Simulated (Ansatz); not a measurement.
# What LiZnI3 (model cell, started as cubic perovskite with Zn in the octahedra) distorts into

Aim: this structure of LiZnI3 (model cell, started as cubic perovskite with Zn in the octahedra) is to be tested for unstable modes, and one is followed downhill.

Main program and level: Ansatz 0.2.0; DFT PBEsol, scalar-relativistic, plane waves, PAW; PAW set soft_1.

The structure was built from a prototype and need not be the compound's stable phase.

### Step 1. The starting structure

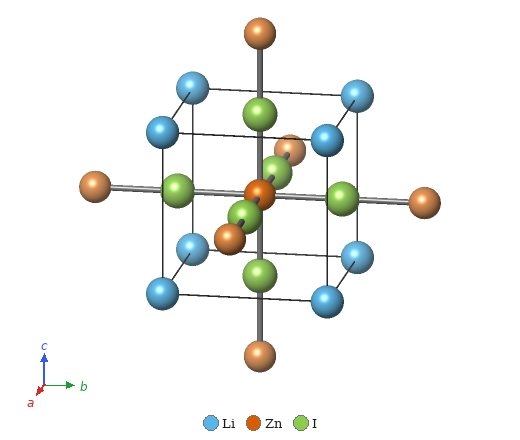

The cell as given, slightly off an axis (lithium blue, zinc orange, iodine green). Some periodic images of atoms are drawn too.

Structure file:

```cif
data_structure
_symmetry_space_group_name_H-M 'Pm-3m'
_symmetry_Int_Tables_number 221
_cell_length_a 5.5672
_cell_length_b 5.5672
_cell_length_c 5.5672
_cell_angle_alpha 90.000
_cell_angle_beta 90.000
_cell_angle_gamma 90.000
_cell_volume 172.55
loop_
_atom_site_label
_atom_site_type_symbol
_atom_site_symmetry_multiplicity
_atom_site_Wyckoff_symbol
_atom_site_fract_x
_atom_site_fract_y
_atom_site_fract_z
_atom_site_occupancy
Li1 Li 1 a 0.00000 0.00000 0.00000 1
Zn1 Zn 1 b 0.50000 0.50000 0.50000 1
I1 I 3 c 0.50000 0.50000 0.00000 1
```

### Step 2. The dispersion

The cell comes from relaxations at this level that are not shown. Stability and thermal properties need the whole zone. Linear response on a 2×2×2 q mesh gives force constants as far as a supercell of that size would.

File input.yaml:

```yaml
crystal:
  lattice:
    - [5.5671905569, 0.0, 0.0]
    - [0.0, 5.5671905569, 0.0]
    - [0.0, 0.0, 5.5671905569]
  atoms:
    - { symbol: Li, position: [0.0, 0.0, 0.0] }
    - { symbol: Zn, position: [0.5, 0.5, 0.5] }
    - { symbol: I, position: [0.5, 0.5, 0.0] }
    - { symbol: I, position: [0.5, 0.0, 0.5] }
    - { symbol: I, position: [0.0, 0.5, 0.5] }
kpoints:
  mp_grid: { grid: [6, 6, 6] }
hamiltonian:
  xc: pbesol
  pseudopotentials: { kind: paw, azcp: { folder: soft_1 }, xc_functional: pbe }
scf:
  occupations: { method: methfessel_paxton, width: 0.2 }
output:
  eigenvalues: true
phonons:
  method: dfpt
  qmesh: [2, 2, 2]
  temperatures: { t_max: 1000, t_step: 50 }
  qpath:
    path:
      - [[0.0, 0.0, 0.0], [0.0, 0.5, 0.0], [0.5, 0.5, 0.0], [0.0, 0.0, 0.0], [0.5, 0.5, 0.5], [0.0, 0.5, 0.0]]
      - [[0.5, 0.5, 0.5], [0.5, 0.5, 0.0]]
    npoints: 10
```

On the command line:

```console
$ ansatz run input.yaml --threads 4 --pin off --max-ram 16384MiB --backend cpu --events-out ev --progress --plain --runs-dir out
```

Numbers of over 12 decimals in the logs are rounded to 6 here.

Output:

```text
Engine: ansatz 0.2.0, aarch64-unknown-linux-gnu
Pseudopotentials: kind: paw
Pseudopotential: Li, paw, valence charge 3, recommended cutoff 420 eV (normal), soft_1/Li.paw.azcp
Pseudopotential: Zn, paw, valence charge 12, recommended cutoff 420 eV (normal), soft_1/Zn.paw.azcp
Pseudopotential: I, paw, valence charge 17, recommended cutoff 420 eV (normal), soft_1/I.paw.azcp
Functional definition: PBEsol
  exchange = pbesol_x
  correlation = pbesol_c
Crystal: 5 atoms, lattice volume = 172.547 Å³
Basis set: ecut = 420 eV, 3407 PW (Γ), exchange–correlation on 80×80×80 points (8 copies of the dense FFT grid, shifted against one another)
Bands: 40, of which v1, the nominal top of the filled ones, is band 33 counted from 1 (32 counted from 0)
Symmetry: 48 space group operations
k-points: 20 of 216
Non-local potential: Li, projectors of the file, l = 0: 3, l = 1: 2, l = 2: 1
Non-local potential: Zn, projectors of the file, l = 0: 2, l = 1: 2, l = 2: 3, l = 3: 1
Non-local potential: I, projectors of the file, l = 0: 2, l = 1: 2, l = 2: 2, l = 3: 1
PAW form: soft (Blöchl's): semilocal exchange-correlation on the pseudo side does not see the compensation charge
PAW frozen core: Zn, regenerated for the run's functional, and the local potential with it (the file was generated under x = pbe(κ = 0.804, μ = 0.219515), c = pbe(β = 0.066725))
PAW frozen core: I, regenerated for the run's functional, and the local potential with it (the file was generated under x = pbe(κ = 0.804, μ = 0.219515), c = pbe(β = 0.066725))
PAW one-centre angular grid: Li, 110 points (default); XC on 64 Gauss nodes
PAW one-centre angular grid: Zn, 590 points (default); XC on 64 Gauss nodes
PAW one-centre angular grid: I, 590 points (default); XC on 64 Gauss nodes
Initial density: superposition of atomic densities (chi_scale 0.1, normalization cell, long waves kept (reshape's long-wave potential 0.01 eV rms))
Initial wavefunctions: pseudopotential atomic-orbital guess
Functional: x = pbesol(κ = 0.804, μ = 0.123457), c = pbesol(β = 0.046)
SCF iter   1: F=—  HF=-25784.330012 eV  |F-HF|=—  |Δ(HF+E_count)|=         —  Δρ=5.37e-2  dr2=3.34e0  ethr=3.10e-3  ⟨swp⟩=8.1  Hψ=3713  notcnv=0
preconditioner: auto → LDOS  [metal: Δε(μ)=0.064 eV  Ē_g=10.763 eV  σ=0.200 eV  W_gap=0.26  n_scr=32 (ndim 8)  ℏωp=16.5 eV  f_vac=0.052  D(μ)=2.59/eV (n_scr^D=18)  β→1.0]
SCF iter   2: F=—  HF=-25785.750044 eV  |F-HF|=—  |Δ(HF+E_count)|=    1.42e0  S|Δr|=    0.00e0  Δρ=9.35e-2  dr2=7.86e0  ethr=3.10e-3  ⟨swp⟩=4.2  Hψ=1855  notcnv=0  defer=36  recentre
preconditioner: auto → none  [metal: Δε(μ)=0.005 eV  Ē_g=8.672 eV  σ=0.200 eV  W_gap=0.02  n_scr=32 (ndim 8)  ℏωp=16.5 eV  f_vac=0.178  D(μ)=0.82/eV (n_scr^D=0)  β→0.5]
SCF iter   3: F=—  HF=-25783.344827 eV  |F-HF|=—  |Δ(HF+E_count)|=    2.41e0  S|Δr|=    0.00e0  Δρ=1.40e-2  dr2=1.92e-1  ethr=3.10e-3  ⟨swp⟩=3.0  Hψ=1668  notcnv=0  defer=38
SCF iter   4: F=—  HF=-25783.309459 eV  |F-HF|=—  |Δ(HF+E_count)|=   3.54e-2  S|Δr|=    0.00e0  Δρ=1.68e-3  dr2=3.30e-3  ethr=2.91e-4  ⟨swp⟩=2.0  Hψ=1301  notcnv=0  defer=37
SCF iter   5: F=—  HF=-25783.316575 eV  |F-HF|=—  |Δ(HF+E_count)|=   7.12e-3  S|Δr|=    0.00e0  Δρ=1.65e-3  dr2=2.59e-3  ethr=5.01e-6  ⟨swp⟩=2.0  Hψ=1618  notcnv=0  defer=37
SCF iter   6: F=—  HF=-25783.317148 eV  |F-HF|=—  |Δ(HF+E_count)|=   5.74e-4  S|Δr|=    0.00e0  Δρ=5.30e-4  dr2=2.57e-4  ethr=3.92e-6  ⟨swp⟩=2.0  Hψ=993  notcnv=0  defer=37
SCF iter   7: F=—  HF=-25783.317075 eV  |F-HF|=—  |Δ(HF+E_count)|=   7.36e-5  S|Δr|=    0.00e0  Δρ=2.18e-4  dr2=4.21e-5  ethr=3.89e-7  ⟨swp⟩=3.0  Hψ=1510  notcnv=0  defer=37
SCF iter   8: F=—  HF=-25783.317065 eV  |F-HF|=—  |Δ(HF+E_count)|=   1.01e-5  S|Δr|=    0.00e0  Δρ=5.42e-5  dr2=2.67e-6  ethr=6.38e-8  ⟨swp⟩=2.0  Hψ=877  notcnv=0  defer=37
SCF iter   9: F=—  HF=-25783.317064 eV  |F-HF|=—  |Δ(HF+E_count)|=   1.16e-6  S|Δr|=    0.00e0  Δρ=3.74e-6  dr2=1.08e-8  ethr=4.05e-9  ⟨swp⟩=2.0  Hψ=958  notcnv=0  defer=37
SCF iter  10: F=—  HF=-25783.317064 eV  |F-HF|=—  |Δ(HF+E_count)|=   4.88e-9  S|Δr|=    0.00e0  Δρ=9.68e-7  dr2=7.65e-10  ethr=1.64e-11  ⟨swp⟩=2.1  Hψ=1153  notcnv=0  defer=37
SCF iter  11: F=-25783.317064 eV  HF=-25783.317064 eV  |F-HF|=0.00e0  |Δ(HF+E_count)|=  2.18e-10  S|Δr|=    0.00e0  Δρ=5.62e-8  dr2=4.27e-12  ethr=1.00e-12  ⟨swp⟩=14.7  Hψ=5354  notcnv=0
SCF 1 converged in 11 iterations: F = -25783.317064 eV  dr2 = 4.27e-12
  greatest PAW one-centre occupation: 0.999 electrons in one spin orbital (limit 2), on the Li atom at site 0 (counted from 0), in its partial waves of l = 0
Initial density: read from a saved state, or passed on in memory by an earlier SCF of this step, an earlier step, the calling program or the single point that the run made first
iter 1 solved again at ethr=3.66e-7 eV; its pass at ethr=3.10e-3 eV (dr2=2.41e-4 eV) is discarded
SCF iter   1: F=—  HF=-25783.317067 eV  |F-HF|=—  |Δ(HF+E_count)|=         —  Δρ=2.11e-6  dr2=4.23e-9  ethr=3.66e-7  ⟨swp⟩=3.4  Hψ=5778  notcnv=0
eigensolver tolerance schedule: the retry pair's looser diagonalisation over-reported the residual by 57024.40 of it (diagonalisation noise at an unbounded share of the residual, at the tolerance the schedule requests for it); recorded, not acted on — ethr = c·dr2/N_el stays at c = 1.0e-1
preconditioner: auto → none  [metal: Δε(μ)=0.010 eV  Ē_g=9.755 eV  σ=0.200 eV  W_gap=0.04  n_scr=32 (ndim 8)  ℏωp=16.5 eV  f_vac=0.185  D(μ)=0.80/eV (n_scr^D=0)]
SCF iter   2: F=—  HF=-25783.317064 eV  |F-HF|=—  |Δ(HF+E_count)|=   3.18e-6  S|Δr|=    0.00e0  Δρ=2.60e-6  dr2=6.18e-9  ethr=6.41e-12  ⟨swp⟩=4.0  Hψ=2320  notcnv=0
SCF iter   3: F=—  HF=-25783.317064 eV  |F-HF|=—  |Δ(HF+E_count)|=   2.32e-9  S|Δr|=    0.00e0  Δρ=8.72e-7  dr2=7.64e-10  ethr=6.41e-12  ⟨swp⟩=2.0  Hψ=984  notcnv=0
SCF iter   4: F=—  HF=-25783.317064 eV  |F-HF|=—  |Δ(HF+E_count)|=  1.75e-10  S|Δr|=    0.00e0  Δρ=6.68e-7  dr2=4.25e-10  ethr=1.16e-12  ⟨swp⟩=1.0  Hψ=800  notcnv=0
SCF iter   5: F=—  HF=-25783.317064 eV  |F-HF|=—  |Δ(HF+E_count)|=  1.27e-10  S|Δr|=    0.00e0  Δρ=3.92e-7  dr2=1.45e-10  ethr=1.00e-12  ⟨swp⟩=2.0  Hψ=872  notcnv=0
SCF iter   6: F=—  HF=-25783.317064 eV  |F-HF|=—  |Δ(HF+E_count)|=  2.55e-11  S|Δr|=    0.00e0  Δρ=2.78e-7  dr2=7.25e-11  ethr=1.00e-12  ⟨swp⟩=1.0  Hψ=800  notcnv=0
SCF iter   7: F=—  HF=-25783.317064 eV  |F-HF|=—  |Δ(HF+E_count)|=  7.28e-12  S|Δr|=    0.00e0  Δρ=1.51e-7  dr2=2.17e-11  ethr=1.00e-12  ⟨swp⟩=1.0  Hψ=800  notcnv=0
SCF iter   8: F=-25783.317064 eV  HF=-25783.317064 eV  |F-HF|=7.28e-12  |Δ(HF+E_count)|=  1.82e-11  S|Δr|=    0.00e0  Δρ=6.59e-8  dr2=3.99e-12  ethr=1.00e-12  ⟨swp⟩=5.0  Hψ=2389  notcnv=0
SCF 2 converged in 8 iterations: F = -25783.317064 eV  dr2 = 3.99e-12
phonons: the bands overlap, so this run is a metal and interpolates without the dipole-dipole term. If the crystal is really an insulator or semiconductor, its LO-TO splitting is missing
NSCF: frozen V_eff on 20 k-points
NSCF: frozen V_eff on 64 k-points
DFPT response loops at q = (0, 0, 0) (fractional): preconditioner auto → none (partly filled bands, converged f_vac=0.185); β = 0.50; Broyden in place of MSR1
NSCF: frozen V_eff on 128 k-points
DFPT response loops at q = (0, 0, -0.5) (fractional): mixed as the last ones told, above
NSCF: frozen V_eff on 128 k-points
DFPT response loops at q = (0, -0.5, -0.5) (fractional): mixed as the last ones told, above
NSCF: frozen V_eff on 128 k-points
DFPT response loops at q = (-0.5, -0.5, -0.5) (fractional): mixed as the last ones told, above
SCF converged after 11 iterations
Stability not checked: this state was not tested for a lower state beside it, because cold or Methfessel-Paxton smearing, or corrected tetrahedra, fill the levels in a way that the test cannot read (fill_not_monotonic; see scf.lower_state_search)
Free energy (F): -25783.317064 eV
Harris-Foulkes:  -25783.317064 eV  (|F-HF|=0.00e0)
Internal energy: -25783.327397 eV  (E = F + TS)
E sigma→0 (E₀):  -25783.319647 eV
Entropy (-TS):   0.010334 eV (2.067 meV/atom)
Fermi energy:    4.597404 eV
--- Per-component energies (eV) ---
  E_band       = -1288.198459
  E_kinetic    = 639.951849
  E_local      = -10081.337352  (includes V_loc(G=0)·N_el)
  E_nonlocal   = 1156.552767
  E_hartree    = 4407.557960
  E_xc         = -406.897135
  E_vxc        = -393.870856  (∫ρ·V_xc dr)
  E_paw        = -15995.067146  (= ΣΔE_a)
  E_vpaw       = -1424.603305  (= ΣTr[D̂ρ^β])
  E_aug_tail   = -0.007348  (compensation charges beyond the density's cutoff)
  E_ewald      = -5506.114756
  E_core_change = 2.033763  (= ΣΔE_core)
  E_smearing   = 0.010334  (= −TS)
  E_closure    = -0.000000  (closes the sum)
  Σ components = -25783.317064   (vs F -25783.317064, Δ=0.00e0)
--- Band table (eV; the first three rows and the last of 20) ---
  k-point 0: bands = [... 29 lower, 3.5454, 3.5574, 3.8946, 3.8946, 3.8946, 6.7995, 9.9800, 9.9800, ... 3 higher]
  k-point 1: bands = [... 29 lower, 3.4542, 3.4620, 3.8294, 3.8294, 4.5610, 7.1818, 9.7294, 10.2065, ... 3 higher]
  k-point 2: bands = [... 29 lower, 3.1740, 3.3073, 3.7950, 3.7950, 5.7894, 7.9540, 9.0257, 10.0031, ... 3 higher]
  k-point 19: bands = [... 29 lower, 4.2202, 4.6050, 4.6050, 4.6050, 6.8220, 8.5023, 8.5023, 8.5023, ... 3 higher]
--- Phonons (Γ-DFPT): 4 representative perturbations + reference (Σ response iterations 15) ---
  ASR residual: 7.040e-5 → 0.000e0 eV/Å²; symmetrization residual: 8.932e-6 eV/Å²
  ASR residual per site (eV/Å²): 3.60e-6 7.04e-5 6.55e-5 6.55e-5 6.55e-5
  Γ frequencies (cm⁻¹): -170.64 -170.64 -170.64 -27.15 -27.15 -27.15 -16.89 -16.89 -16.89 0.00 0.00 0.00 111.71 111.71 111.71
--- Phonons (arbitrary-q DFPT): 4 irreducible q on the 2×2×2 mesh ---
  q = [0.0000, 0.0000, 0.0000] (star 1, of the zone-centre solve; hermiticity 4.55e-6, symmetrization 3.41e-11): -170.64 -170.64 -170.64 -27.15 -27.15 -27.15 -16.89 -16.89 -16.89 -0.00 0.00 0.00 111.71 111.71 111.71
  q = [0.0000, 0.0000, -0.5000] (star 3, 9 solved perturbations in 504 linear systems a pass and spin channel, the states on 64 of 216 k-point pairs; hermiticity 3.00e-6, symmetrization 2.62e-11): -161.87 -161.87 -106.10 -31.57 -30.41 -30.41 23.03 23.03 24.11 24.11 28.34 111.82 111.82 112.69 124.68
  q = [0.0000, -0.5000, -0.5000] (star 3, 9 solved perturbations in 504 linear systems a pass and spin channel, the states on 64 of 216 k-point pairs; hermiticity 3.03e-6, symmetrization 1.34e-12): -149.25 -149.25 -149.22 -65.45 -32.46 -14.34 -14.34 31.39 33.01 33.01 56.75 113.67 129.45 133.80 133.80
  q = [-0.5000, -0.5000, -0.5000] (star 1, 4 solved perturbations in 184 linear systems a pass and spin channel, the states on 64 of 216 k-point pairs; hermiticity 1.41e-7, symmetrization 2.12e-11): -169.32 -169.32 -169.32 -65.63 -65.63 -65.63 -38.16 -38.16 63.31 63.31 63.31 136.17 136.17 136.17 143.80
  sum rule: each row above includes the acoustic sum rule's correction from the zone centre's row sums; it moved no ω² by more than (0.54 cm⁻¹)²
  mesh force constants: q→R imaginary residual 4.35e-18; ASR residual 7.040e-5 → 0.000e0 eV/Å²; symmetrization residual 6.217e-15 eV/Å²
  interpolated dispersion: 62 rows × 15 modes
  density of states and harmonic sums: on the 12×12×12 q-mesh, interpolated from the force constants of a 2×2×2 supercell (no non-analytic term)
  largest difference from the sums on the solved wave vectors: F 2.23e-1 eV, S 3.11e-4 and C_V 8.78e-5 eV/K
  zero-point energy: 0.040588 eV/cell   skipped modes (ω ≤ 0): 555, of them read as no rigid motion or as one in doubt: 552 (6.354e0 modes/cell left out, lowest -170.64 cm⁻¹)   left out of the sums: 4.24e-1 of the cell's modes: C_V's classical limit lies that fraction below 3 k_B per atom; for a crystal, a wire or a layer, F and S can be off by more, and a phonons.interpolated_qmesh denser along its periods is the remedy for the sampling
```

It took 5.2 min on 4 threads of Arm Neoverse V1, shared host; peak memory 1.5 GiB; 20 min of CPU time.

This step gave:

* volume per atom: 34.51 Å³
* gap on the k-mesh: 0 eV
* sum-rule residual before enforcement: 7.04e-5 eV/Å²
* lowest frequency on the path: -170.6 cm⁻¹
* point group: m-3m
* highest frequency on the path or at a solved wavevector: 144.3 cm⁻¹
* highest optical mode at the zone centre (no LO-TO term): 111.7 cm⁻¹
* lowest optical zone-centre mode: -170.6 cm⁻¹
* lowest mode on the q mesh (acoustic modes at Γ apart): -170.6 cm⁻¹

Frequencies (cm⁻¹) solved at each irreducible wavevector; negative means imaginary. Frequencies by wavevector, by row:

```csv
q in reciprocal lattice units,star,mode 1,mode 2,mode 3,mode 4,mode 13,mode 14,mode 15
0 0 0,1,-170.6,-170.6,-170.6,-27.1,111.7,111.7,111.7
0 0 -0.5,3,-161.9,-161.9,-106.1,-31.6,111.8,112.7,124.7
0 -0.5 -0.5,3,-149.2,-149.2,-149.2,-65.5,129.4,133.8,133.8
-0.5 -0.5 -0.5,1,-169.3,-169.3,-169.3,-65.6,136.2,136.2,143.8
```

Interpolated from a 2×2×2 q mesh. Phonon branches along the path, in cm⁻¹:

```csv
point,branch 1,branch 2,branch 3,branch 4,branch 12,branch 13,branch 14,branch 15
Γ,-171,-171,-171,-27,0,112,112,112
X,-162,-162,-106,-32,112,112,113,125
M,-149,-149,-149,-65,114,130,134,134
Γ,-171,-171,-171,-27,0,112,112,112
R,-169,-169,-169,-66,136,136,136,144
X,-162,-162,-106,-32,112,112,113,125
jump to R,-169,-169,-169,-66,136,136,136,144
M,-149,-149,-149,-65,114,130,134,134
```

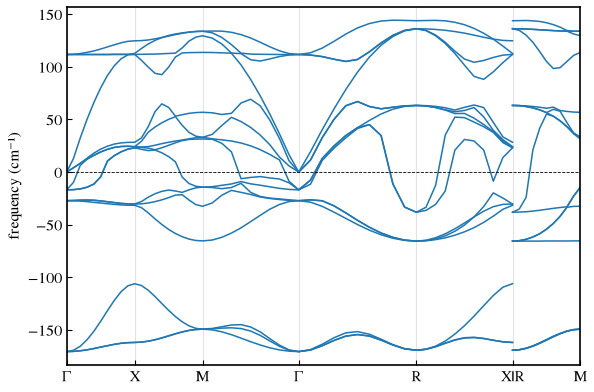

Phonon branches along the path.

Symmetry leaves 4 wavevectors to solve. The lowest mode among them, the acoustic zeros apart, lies at Γ and is imaginary, 170.6i cm⁻¹, so the energy falls along it.

### Step 3. The mode frozen in, largest atomic shift 0 Å

The mode followed lies at Γ with frequency 170.6i cm⁻¹ and is 3-fold degenerate, the softest among the wavevectors solved. At small amplitude the distorted cell has space group no. 160 by a symmetry search on the positions. The undistorted cell that holds it gives the zero of energy on the same k mesh.

input.yaml, the sections that differ from step 2:

```yaml
output:
  forces: true
  stress: true
  eigenvalues: true
# crystal, kpoints, hamiltonian, scf: as in step 2
# phonons: removed
```

Output:

```text
[...]
Crystal: 5 atoms, lattice volume = 172.547 Å³
Basis set: ecut = 420 eV, 3407 PW (Γ), exchange–correlation on 80×80×80 points (8 copies of the dense FFT grid, shifted against one another)
Bands: 40, of which v1, the nominal top of the filled ones, is band 33 counted from 1 (32 counted from 0)
Symmetry: 48 space group operations
[...]
k-points: 20 of 216
[...]
k-point 0: bands = [... 29 lower, 3.5454, 3.5575, 3.8946, 3.8946, 3.8946, 6.7995, 9.9800, 9.9800, ... 3 higher]
  k-point 1: bands = [... 29 lower, 3.4542, 3.4620, 3.8293, 3.8293, 4.5610, 7.1818, 9.7294, 10.2064, ... 3 higher]
  k-point 2: bands = [... 29 lower, 3.1739, 3.3073, 3.7950, 3.7950, 5.7894, 7.9540, 9.0257, 10.0031, ... 3 higher]
  k-point 19: bands = [... 29 lower, 4.2202, 4.6050, 4.6050, 4.6050, 6.8220, 8.5023, 8.5023, 8.5023, ... 3 higher]
[key lines of the parts left out:]
SCF converged after 9 iterations
Free energy (F): -25783.317064 eV
Fermi energy:    4.597394 eV
P = ⅓ Tr σ = -0.0023 GPa (-0.023 kbar)
```

Run time: 2.7 s. Hardware: 4 threads; peak memory 0.52 GiB; 9.9 s of CPU time.

Numbers from this step:

```
pressure                         : -0.002280 GPa
energy from the undistorted cell : 0 meV/atom
```

The run ends at a pressure of 0.00 GPa.

### Step 4. The mode frozen in, largest atomic shift 0.6 Å

The atoms are moved along the unstable eigenvector, the largest shift by 0.6 Å, with the cell fixed.

input.yaml, the sections that differ from step 3:

```yaml
crystal:
  lattice:
    - [5.5671905569, 0.0, 0.0]
    - [0.0, 5.5671905569, 0.0]
    - [0.0, 0.0, 5.5671905569]
  atoms:
    - { symbol: Li, position: [0.0622235144, -0.0622235144, -0.0622235144] }
    - { symbol: Zn, position: [0.5006302282, 0.4993697718, 0.4993697718] }
    - { symbol: I, position: [0.4980832131, 0.5019167869, -0.000106081] }
    - { symbol: I, position: [0.4980832131, -0.000106081, 0.5019167869] }
    - { symbol: I, position: [0.000106081, 0.5019167869, 0.5019167869] }
# kpoints, hamiltonian, scf, output: as in step 3
```

Output:

```text
[...]
Crystal: 5 atoms, lattice volume = 172.547 Å³
Basis set: ecut = 420 eV, 3407 PW (Γ), exchange–correlation on 80×80×80 points (8 copies of the dense FFT grid, shifted against one another)
Bands: 40, of which v1, the nominal top of the filled ones, is band 33 counted from 1 (32 counted from 0)
Symmetry: 6 space group operations
[...]
k-points: 32 of 216 (time reversal used)
[...]
k-point 0: bands = [... 29 lower, 3.4948, 3.5165, 3.8339, 3.8607, 3.8607, 6.9536, 9.6800, 9.6800, ... 3 higher]
  k-point 1: bands = [... 29 lower, 3.3907, 3.4295, 3.7697, 3.7866, 4.5358, 7.3186, 9.5899, 9.9042, ... 3 higher]
  k-point 2: bands = [... 29 lower, 3.1549, 3.2423, 3.7370, 3.7408, 5.7695, 8.0631, 9.0918, 10.0302, ... 3 higher]
  k-point 31: bands = [... 29 lower, 4.1674, 4.5339, 4.5339, 4.5771, 7.0036, 8.4093, 8.4601, 8.4601, ... 3 higher]
[key lines of the parts left out:]
SCF converged after 11 iterations
Free energy (F): -25783.447698 eV
Fermi energy:    4.549322 eV
P = ⅓ Tr σ = 0.0646 GPa (0.646 kbar)
```

The job ended after 7.8 s (4 threads; peak memory 0.52 GiB; 30 s of CPU time).

Numbers from this step:

* pressure: 0.06456 GPa
* energy from the undistorted cell: -26.09 meV/atom

The energy, extrapolated to zero smearing, is -26.09 meV/atom against the undistorted cell.

The run ends at a pressure of 0.06 GPa, with forces up to 0.39 eV/Å.

### Step 5. Energy along the mode, all amplitudes (two of the runs are shown above)

An imaginary frequency means negative curvature, so the energy should fall and then rise again as anharmonic terms take over.

This step gave:

```
depth at the lowest point sampled  : 26.09 meV/atom
largest atomic shift at that point : 0.6 Å
```

The energy from the parent by largest atomic shift:

```csv
largest atomic shift (Å),energy from the parent (meV/atom)
0.000,0
0.040,-0.123
0.080,-0.491
0.140,-1.50
0.220,-3.69
0.320,-7.75
0.450,-15.1
0.600,-26.1
```

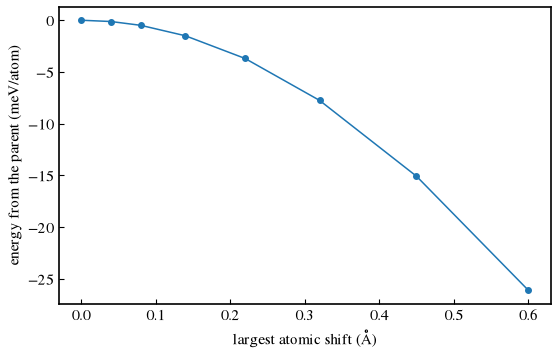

Energy from the parent against largest atomic shift.

Displacement at unit largest shift by atom:

```csv
atom,x (Å),y (Å),z (Å),size
Li1,0.577,-0.577,-0.577,0.999
Zn2,0.006,-0.006,-0.006,0.010
I3,-0.018,0.018,-0.001,0.025
I4,-0.018,-0.001,0.018,0.025
I5,0.001,0.018,0.018,0.025
```

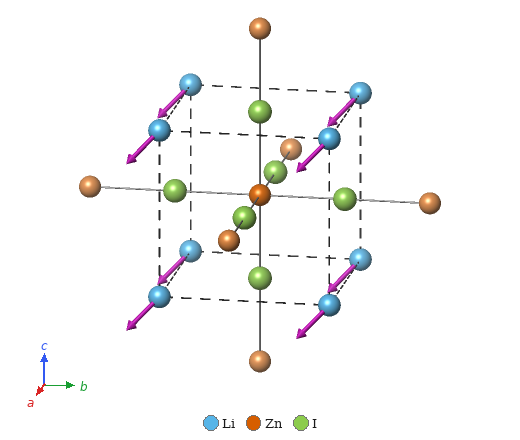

Displacement at unit largest shift as arrows, the longest 0.999 Å. Some periodic images of atoms are drawn too.

The lowest of the steps tried is the last one, at 0.6 Å, 26.1 meV/atom below the parent; the bottom of the well need not coincide with a step.

[end of part 1 of 3]

[Logs are printed without paths, hosts, clocks, repeated set-up lines and the standing remarks that a program may print on its own settings, such as how far it seeks lower states.]

[Hosts, paths, dates, database ids (printed as entryN), source tags and the programs' standing remarks are cut or masked in the printed files.]
